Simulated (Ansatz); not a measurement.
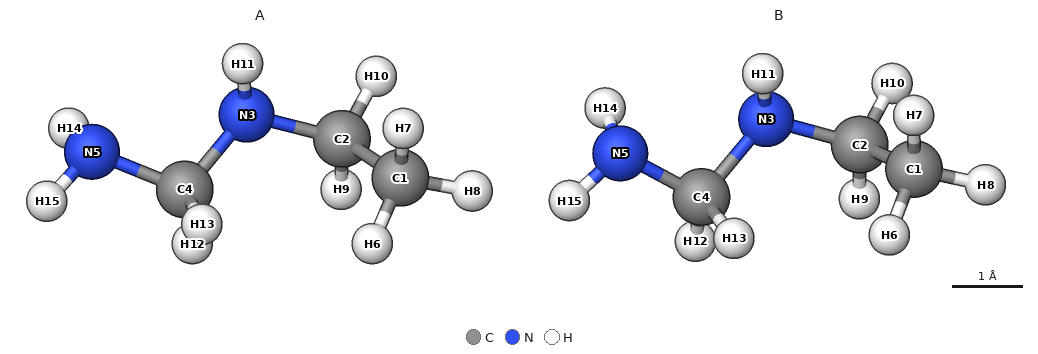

Two geometries of C$_{3}$H$_{10}$N$_{2}$, drawn at one scale. One is the start of a relaxation, the other its converged end. The picture is a ball-and-stick view, seen from a free direction.

Theory: RKS B3LYP/def2-SVP in Ansatz. Set-up: no spin polarisation; force threshold 0.015 eV/Å; at most 40 steps.

### Which one is relaxed?

Structure A is the relaxed one. The run prepares an end point of a later path (torsion) calculation, from a guessed geometry. Over 7 geometry steps the energy falls by 66.4 kJ/mol. The largest force component goes from 5.1 to 0.013 eV/Å. The atom that moves furthest after the best rigid fit is H14 (0.48 Å). By element the largest moves are H 0.48 Å, N 0.18 Å, C 0.15 Å. Some distances before and after: C1–C2 1.456 → 1.536 Å, C4–H13 1.191 → 1.114 Å, C4–N5 1.378 → 1.451 Å, C4–H12 1.050 → 1.114 Å. Among the angles between lasting bonds that change: N3–C4–H13 106.0° → 114.6°, N3–C4–H12 111.4° → 106.6°, N3–C4–N5 103.8° → 108.3°.
